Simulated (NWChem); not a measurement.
# Single-point calculation of Si₂H₄OF₂ (part 2 of 2)

The same run, continued: Si₂H₄OF₂, SMILES O[SiH](F)[SiH2]F; CCSD(T)/def2-SVP, RHF (NWChem 7.3.0). The geometry comes from this level: PBE0-D4/def2-TZVP.

Geometry of the input (Å):
```
O  0.8443  1.7667  -0.4850
Si 0.9694  0.1378  -0.4531
F  0.9867  -0.4597  -1.9385
Si -0.8940  -0.7724  0.6683
F  -2.1339  0.2026  0.3338
H  -0.0142  2.1549  -0.6651
H  2.2846  -0.1639  0.1538
H  -1.2530  -2.1439  0.2266
H  -0.7015  -0.7683  2.1423
```

### What the program printed, continued
```
 Vector   24  Occ=2.000000D+00  E=-6.380463D-01
              MO Center= -5.7D-01, -4.3D-01,  1.0D-01, r^2= 4.3D+00
   Bfn.  Coefficient  Atom+Function         Bfn.  Coefficient  Atom+Function
  ----- ------------  ---------------      ----- ------------  ---------------
    68      0.248661  5 F  px                49      0.241424  4 Si s
    69     -0.201007  5 F  py                38      0.191628  3 F  pz
    50      0.174876  4 Si s                 71     -0.172024  5 F  px
    37     -0.168325  3 F  py                94      0.167512  9 H  s
    89      0.162015  8 H  s                 48      0.159039  4 Si s

 Vector   25  Occ=2.000000D+00  E=-5.902723D-01
              MO Center=  4.6D-01,  1.1D+00, -2.6D-01, r^2= 3.5D+00
   Bfn.  Coefficient  Atom+Function         Bfn.  Coefficient  Atom+Function
  ----- ------------  ---------------      ----- ------------  ---------------
     4      0.378125  1 O  px                 5      0.288223  1 O  py
     7      0.270640  1 O  px                 8      0.213348  1 O  py
    17     -0.183507  2 Si s                  3      0.170640  1 O  s

 Vector   26  Occ=2.000000D+00  E=-5.563977D-01
              MO Center=  1.1D+00,  6.6D-01, -3.4D-01, r^2= 3.0D+00
   Bfn.  Coefficient  Atom+Function         Bfn.  Coefficient  Atom+Function
  ----- ------------  ---------------      ----- ------------  ---------------
     6      0.315705  1 O  pz                 5      0.275563  1 O  py
    84      0.252334  7 H  s                  9      0.244060  1 O  pz
     8      0.192941  1 O  py                37     -0.168674  3 F  py

 Vector   27  Occ=2.000000D+00  E=-5.342194D-01
              MO Center=  1.2D+00,  9.9D-01, -3.9D-01, r^2= 2.3D+00
   Bfn.  Coefficient  Atom+Function         Bfn.  Coefficient  Atom+Function
  ----- ------------  ---------------      ----- ------------  ---------------
     6      0.481582  1 O  pz                 9      0.380243  1 O  pz
    84     -0.241746  7 H  s                 85     -0.154651  7 H  s

 Vector   28  Occ=2.000000D+00  E=-4.967369D-01
              MO Center= -9.8D-01, -1.2D+00,  1.0D+00, r^2= 2.3D+00
   Bfn.  Coefficient  Atom+Function         Bfn.  Coefficient  Atom+Function
  ----- ------------  ---------------      ----- ------------  ---------------
    94     -0.325325  9 H  s                 89      0.315369  8 H  s
    56     -0.227710  4 Si pz                95     -0.219901  9 H  s
    90      0.207712  8 H  s                 55     -0.156222  4 Si py

 Vector   29  Occ=2.000000D+00  E=-4.184742D-01
              MO Center=  1.6D-01, -2.9D-01,  1.5D-01, r^2= 3.3D+00
   Bfn.  Coefficient  Atom+Function         Bfn.  Coefficient  Atom+Function
  ----- ------------  ---------------      ----- ------------  ---------------
    22      0.252206  2 Si px                54     -0.207450  4 Si px
    84      0.195236  7 H  s                 85      0.192500  7 H  s
    56      0.159248  4 Si pz

 Vector   30  Occ=0.000000D+00  E= 9.613083D-02
              MO Center= -3.0D-01, -3.7D-01,  2.3D-01, r^2= 4.3D+00
   Bfn.  Coefficient  Atom+Function         Bfn.  Coefficient  Atom+Function
  ----- ------------  ---------------      ----- ------------  ---------------
    57      0.608418  4 Si px                58     -0.553256  4 Si py
    67      0.391066  5 F  s                  3      0.386341  1 O  s
    26     -0.350275  2 Si py                95     -0.341156  9 H  s
    59      0.290891  4 Si pz                90     -0.272153  8 H  s
    50      0.227780  4 Si s                 85     -0.209994  7 H  s

 Vector   31  Occ=0.000000D+00  E= 1.315719D-01
              MO Center=  1.3D-01, -2.9D-01,  1.1D-01, r^2= 4.1D+00
   Bfn.  Coefficient  Atom+Function         Bfn.  Coefficient  Atom+Function
  ----- ------------  ---------------      ----- ------------  ---------------
    27      0.678574  2 Si pz                59      0.663791  4 Si pz
    90      0.666308  8 H  s                 95     -0.560012  9 H  s
    58      0.424763  4 Si py                26      0.350214  2 Si py
    35      0.340921  3 F  s                 85     -0.316316  7 H  s
     3     -0.257082  1 O  s                 50     -0.213687  4 Si s

 Vector   32  Occ=0.000000D+00  E= 1.905006D-01
              MO Center= -2.3D-03,  1.5D+00, -5.4D-01, r^2= 5.2D+00
   Bfn.  Coefficient  Atom+Function         Bfn.  Coefficient  Atom+Function
  ----- ------------  ---------------      ----- ------------  ---------------
    80      1.310828  6 H  s                  3     -0.829067  1 O  s
    50      0.775952  4 Si s                 25      0.612010  2 Si px
    57      0.564284  4 Si px                85     -0.387360  7 H  s
    27     -0.325010  2 Si pz                 7      0.275280  1 O  px
    90     -0.229977  8 H  s                 95     -0.225424  9 H  s

 Vector   33  Occ=0.000000D+00  E= 2.024139D-01
              MO Center= -1.5D-01, -6.2D-01,  4.3D-01, r^2= 5.5D+00
   Bfn.  Coefficient  Atom+Function         Bfn.  Coefficient  Atom+Function
  ----- ------------  ---------------      ----- ------------  ---------------
    18      1.508323  2 Si s                 57     -1.126228  4 Si px
    59      0.746641  4 Si pz                85     -0.733868  7 H  s
    26     -0.722730  2 Si py                50     -0.669983  4 Si s
    58     -0.562712  4 Si py                27      0.530707  2 Si pz
    25     -0.480208  2 Si px                17      0.408942  2 Si s

 Vector   34  Occ=0.000000D+00  E= 2.153536D-01
              MO Center= -7.6D-01, -1.3D+00,  1.0D+00, r^2= 4.7D+00
   Bfn.  Coefficient  Atom+Function         Bfn.  Coefficient  Atom+Function
  ----- ------------  ---------------      ----- ------------  ---------------
    50      1.748014  4 Si s                 90     -1.455295  8 H  s
    95     -1.456087  9 H  s                 58     -0.827499  4 Si py
    18     -0.782036  2 Si s                 49      0.700806  4 Si s
    85      0.679455  7 H  s                 59      0.666609  4 Si pz
    26      0.371929  2 Si py                25     -0.335097  2 Si px

 Vector   35  Occ=0.000000D+00  E= 2.533561D-01
              MO Center=  4.0D-01, -2.6D-01,  4.8D-01, r^2= 6.0D+00
   Bfn.  Coefficient  Atom+Function         Bfn.  Coefficient  Atom+Function
  ----- ------------  ---------------      ----- ------------  ---------------
    58      1.228494  4 Si py                25      1.126563  2 Si px
    95     -0.992318  9 H  s                 85     -0.856001  7 H  s
    26     -0.829012  2 Si py                50      0.777697  4 Si s
    90      0.735389  8 H  s                 27     -0.545318  2 Si pz
    59      0.518001  4 Si pz                 3      0.460308  1 O  s

 Vector   36  Occ=0.000000D+00  E= 2.739188D-01
              MO Center=  8.1D-01,  5.6D-01, -5.5D-01, r^2= 5.5D+00
   Bfn.  Coefficient  Atom+Function         Bfn.  Coefficient  Atom+Function
  ----- ------------  ---------------      ----- ------------  ---------------
    18      1.501961  2 Si s                 26      0.904247  2 Si py
    80     -0.902635  6 H  s                 85     -0.757561  7 H  s
    50     -0.721848  4 Si s                  8      0.387658  1 O  py
    27     -0.380066  2 Si pz                58     -0.364321  4 Si py
    49      0.356839  4 Si s                  3     -0.330386  1 O  s

 Vector   37  Occ=0.000000D+00  E= 2.795005D-01
              MO Center=  3.8D-01, -5.5D-01, -2.4D-02, r^2= 6.4D+00
   Bfn.  Coefficient  Atom+Function         Bfn.  Coefficient  Atom+Function
  ----- ------------  ---------------      ----- ------------  ---------------
    85      1.477959  7 H  s                 59      1.284074  4 Si pz
    25     -1.228131  2 Si px                95     -0.966822  9 H  s
    27     -0.858101  2 Si pz                90      0.850219  8 H  s
    17     -0.545213  2 Si s                 49     -0.453368  4 Si s
    57      0.360303  4 Si px                35     -0.333679  3 F  s

 Vector   38  Occ=0.000000D+00  E= 3.191330D-01
              MO Center=  1.1D-02, -1.4D-01,  2.3D-01, r^2= 7.1D+00
   Bfn.  Coefficient  Atom+Function         Bfn.  Coefficient  Atom+Function
  ----- ------------  ---------------      ----- ------------  ---------------
    50      2.299575  4 Si s                 18      1.708728  2 Si s
    17     -1.187410  2 Si s                 49     -1.075399  4 Si s
    90     -0.976308  8 H  s                 80     -0.669278  6 H  s
    85     -0.626103  7 H  s                 25      0.611913  2 Si px
    58     -0.444570  4 Si py                26      0.395532  2 Si py

 Vector   39  Occ=0.000000D+00  E= 3.906655D-01
              MO Center=  4.1D-02, -7.7D-01,  3.2D-01, r^2= 6.5D+00
   Bfn.  Coefficient  Atom+Function         Bfn.  Coefficient  Atom+Function
  ----- ------------  ---------------      ----- ------------  ---------------
    50     -3.757900  4 Si s                 18      3.494363  2 Si s
    17     -1.451034  2 Si s                 49      1.457825  4 Si s
    57     -0.723475  4 Si px                27      0.695391  2 Si pz
    95      0.682049  9 H  s                 26     -0.541357  2 Si py
    25     -0.512064  2 Si px                85     -0.477805  7 H  s

 Vector   40  Occ=0.000000D+00  E= 4.467167D-01
              MO Center=  2.7D-01, -3.5D-01,  4.3D-01, r^2= 5.7D+00
   Bfn.  Coefficient  Atom+Function         Bfn.  Coefficient  Atom+Function
  ----- ------------  ---------------      ----- ------------  ---------------
    50      0.976955  4 Si s                 95     -0.972707  9 H  s
    85     -0.540535  7 H  s                 56      0.532490  4 Si pz
    25     -0.513131  2 Si px                22      0.441015  2 Si px
    49     -0.387954  4 Si s                 18      0.370545  2 Si s
    31     -0.296435  2 Si d  1              80     -0.297028  6 H  s

 Vector   41  Occ=0.000000D+00  E= 4.656909D-01
              MO Center= -5.0D-01, -8.4D-01,  5.3D-01, r^2= 5.6D+00
   Bfn.  Coefficient  Atom+Function         Bfn.  Coefficient  Atom+Function
  ----- ------------  ---------------      ----- ------------  ---------------
    50      1.144943  4 Si s                 90     -0.968051  8 H  s
    18     -0.696727  2 Si s                 55     -0.460599  4 Si py
    57      0.461382  4 Si px                89      0.411377  8 H  s
    27     -0.381014  2 Si pz                49     -0.372005  4 Si s
    17      0.360449  2 Si s                 58      0.334392  4 Si py

 Vector   42  Occ=0.000000D+00  E= 5.731533D-01
              MO Center=  1.4D-01, -2.7D-01,  1.7D-02, r^2= 4.8D+00
   Bfn.  Coefficient  Atom+Function         Bfn.  Coefficient  Atom+Function
  ----- ------------  ---------------      ----- ------------  ---------------
    18      2.589322  2 Si s                 50     -2.487412  4 Si s
    17     -1.194868  2 Si s                 85     -0.951169  7 H  s
    49      0.828602  4 Si s                 25     -0.809574  2 Si px
    57     -0.740572  4 Si px                58     -0.676648  4 Si py
    26     -0.647489  2 Si py                95      0.641792  9 H  s

 center of mass
 --------------
 x =  -0.09720186 y =   0.07777885 z =  -0.50322495

 moments of inertia (a.u.)
 ------------------
         622.279782278871        -118.441782144599         315.762732896245
        -118.441782144599         945.155469380403          50.165507813300
         315.762732896245          50.165507813300         906.257975213682

  Mulliken analysis of the total density
  --------------------------------------

    Atom       Charge   Shell Charges
 -----------   ------   -------------------------------------------------------
    1 O    8     8.54   1.99  1.05  0.68  2.87  1.94  0.01
    2 Si  14    13.01   2.00  1.99  0.89  0.08  5.94  1.12  0.57  0.43
    3 F    9     9.47   1.99  1.11  0.83  3.35  2.19  0.01
    4 Si  14    13.27   2.00  1.99  0.95  0.16  5.94  1.18  0.75  0.29
    5 F    9     9.49   1.99  1.11  0.83  3.34  2.20  0.01
    6 H    1     0.77   0.66  0.04  0.07
    7 H    1     1.16   0.76  0.40  0.01
    8 H    1     1.14   0.75  0.38  0.01
    9 H    1     1.15   0.75  0.39  0.01

       Multipole analysis of the density wrt the origin
       ------------------------------------------------

     L   x y z        total         open         nuclear
     -   - - -        -----         ----         -------
     0   0 0 0     -0.000000      0.000000     58.000000

     1   1 0 0     -0.075121      0.000000     -4.155318
     1   0 1 0     -0.198941      0.000000      3.806097
     1   0 0 1      0.505520      0.000000    -25.420405

     2   2 0 0    -36.127487      0.000000    310.946918
     2   1 1 0     -1.659607      0.000000     65.413041
     2   1 0 1      1.988232      0.000000   -152.986824
     2   0 2 0    -31.434430      0.000000    163.256513
     2   0 1 1     -1.891280      0.000000    -35.414270
     2   0 0 2    -34.577150      0.000000    181.904283

                   Four-Index Transformation
                   -------------------------
          Number of basis functions:             98
          Number of shells:                      46
          Number of occupied orbitals:           29
          Number of occ. correlated orbitals:    16
          Block length:                          16
          Superscript MO index range:     14 -   29
          Subscript MO index range:       14 -   98
          MO coefficients read from:  ./run.movecs
          Number of operator matrices in core:  272
          Half-transformed integrals produced

     Pass:    1     Index range:   14  -   29     Time:      2.90
 ------------------------------------------
 MP2 Energy (coupled cluster initial guess)
 ------------------------------------------
 Reference energy:           -853.684216323128567
 MP2 Corr. energy:             -0.743933225256359
 Total MP2 energy:           -854.428149548384908

 ****************************************************************************
              the segmented parallel ccsd program:    1 nodes
 ****************************************************************************

 level of theory    ccsd(t)
 number of core        13
 number of occupied    16
 number of virtual     69
 number of deleted      0
 total functions       98
 number of shells      46
 basis label          566

   ***** ccsd parameters *****
   iprt   =     0
   convi  =  0.100E-05
   maxit  =    60
   mxvec  =     5
 memory            144165740
  Using  1 OpenMP thread(s) in CCSD
  Failed reading restart vector from ./run.t2
  Using MP2 initial guess vector

 iter     correlation     delta       rms       T2     Non-T2      Main
             energy      energy      error      ampl     ampl      Block
                                                time     time      time
   1     -0.7585087772 -7.585D-01  1.090D-01     9.85     0.01     9.15
   2     -0.7768411948 -1.833D-02  1.286D-01     9.87     0.01     9.18
   3     -0.7781782786 -1.337D-03  1.081D-02    10.53     0.01     9.84
   4     -0.7805085268 -2.330D-03  3.526D-03     9.99     0.01     9.31
   5     -0.7807750088 -2.665D-04  3.679D-03     9.79     0.01     9.07
   6     -0.7807712281  3.781D-06  5.233D-04    10.42     0.01     9.73
   7     -0.7807727591 -1.531D-06  2.456D-04     9.94     0.01     9.26
   8     -0.7807695788  3.180D-06  2.254D-04    10.13     0.01     9.43
   9     -0.7807686905  8.883D-07  8.741D-06    10.10     0.01     9.42
  10     -0.7807692238 -5.333D-07  1.917D-05     9.82     0.01     9.13
  11     -0.7807696290 -4.052D-07  7.522D-07     9.64     0.01     8.98
                  *************converged*************

 -----------
 CCSD Energy
 -----------
 Reference energy:            -853.684216323128567
 CCSD corr. energy:             -0.780769628970868
 Total CCSD energy:           -854.464985952099482

 --------------------------------
 Spin Component Scaled (SCS) CCSD
 --------------------------------
 Same spin contribution:                 -0.168626440373958
 Same spin scaling factor:                1.130000000000000
 Opposite spin contribution:             -0.612143188596910
 Opposite spin scaling fact.:             1.270000000000000
 SCS-CCSD correlation energy:            -0.967969727140648
 Total SCS-CCSD energy:                -854.652186050269165
 memory            144165740

*********triples calculation*********

nkpass=    1; nvpass=    1; memdrv=         424488; memtrn=         955621; memavail=      144164620
 memory available/node                      144164620
 total number of virtual orbitals        69
 number of virtuals per integral pass    69
 number of integral evaluations           1
 number of occupied per triples pass     16
 number of triples passes                 1

 commencing integral evaluation        1 at         113.16
  symmetry use  F
 commencing triples evaluation - blocking       1
 Time for integral evaluation pass     1        7.01
 Time for triples evaluation pass      1       44.17

 pseudo-e(mp4)  -0.15716046584416E-01
 pseudo-e(mp5)   0.16216393436308E-02
        e(t)    -0.14094407240785E-01

 --------------
 CCSD(T) Energy
 --------------
 Reference energy:                    -853.684216323128567

 CCSD corr. energy:                     -0.780769628970868
 T(CCSD) corr. energy:                  -0.015716046584416
 Total CCSD+T(CCSD) energy:           -854.480701998683799

 CCSD corr. energy:                     -0.780769628970868
 (T) corr. energy:                      -0.014094407240785
 Total CCSD(T) energy:                -854.479080359340173

 routine      calls  cpu(0)   cpu-min  cpu-ave  cpu-max   i/o
 aoccsd          1     0.04     0.04     0.04     0.04    0.00
 iterdrv         1     0.04     0.04     0.04     0.04    0.00
 pampt          11     0.27     0.27     0.27     0.27    0.00
 t2pm           11     0.63     0.63     0.63     0.63    0.00
 sxy            11     1.40     1.40     1.40     1.40    0.00
 ints     11938091    58.42    58.42    58.42    58.42    0.00
 t2eri       11891    34.26    34.26    34.26    34.26    0.00
 idx2        11891     5.88     5.88     5.88     5.88    0.00
 idx34          11     0.55     0.55     0.55     0.55    0.00
 ht2pm          11     0.69     0.69     0.69     0.69    0.00
 itm            11     5.98     5.98     5.98     5.98    0.00
 pdiis          11     0.08     0.08     0.08     0.08    0.00
 triples         1     0.00     0.00     0.00     0.00    0.00
 rdtrpo          1     0.03     0.03     0.03     0.03    0.00
 trpmos          1     7.01     7.01     7.01     7.01    0.00
 trpdrv          1     2.87     2.87     2.87     2.87    0.00
 dovvv      300288    26.51    26.51    26.51    26.51    0.00
 doooo      300288     7.04     7.04     7.04     7.04    0.00
 tengy      282624     7.52     7.52     7.52     7.52    0.00
 Total               159.22   159.22   159.22   159.22    0.00

 Task  times  cpu:      174.9s     wall:      174.9s
 Total times  cpu:      174.9s     wall:      174.9s
```

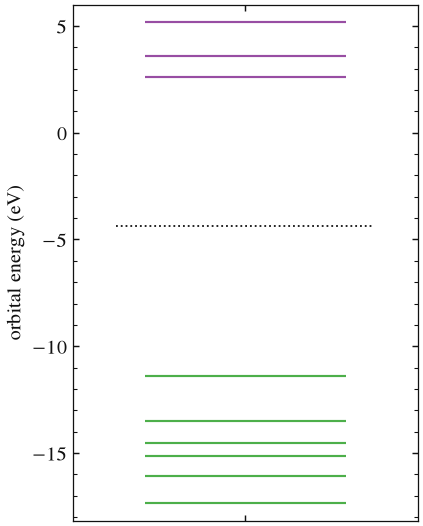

Orbital energies near the frontier (SCF reference); the dotted line parts filled from empty levels, and levels within 0.02 eV of each other stand side by side. Highest filled −11.39 eV, lowest empty 2.62 eV, 14.01 eV apart.

### Results in brief

```csv
quantity,value
outcome,converged
total energy,−854.479080 hartree
SCF energy,−853.684216 hartree
MP2 energy,−854.428150 hartree
CCSD energy,−854.464986 hartree
correlation energy,−0.794864 hartree
(T) correction,−0.014094 hartree
basis functions,98
HOMO of the SCF reference,−11.39 eV
LUMO of the SCF reference,2.62 eV
hardware,"1 thread of Intel Xeon (Sapphire Rapids), 16 GiB of memory available, shared host"
wall time,2.9 min
peak memory,0.37 GiB
```
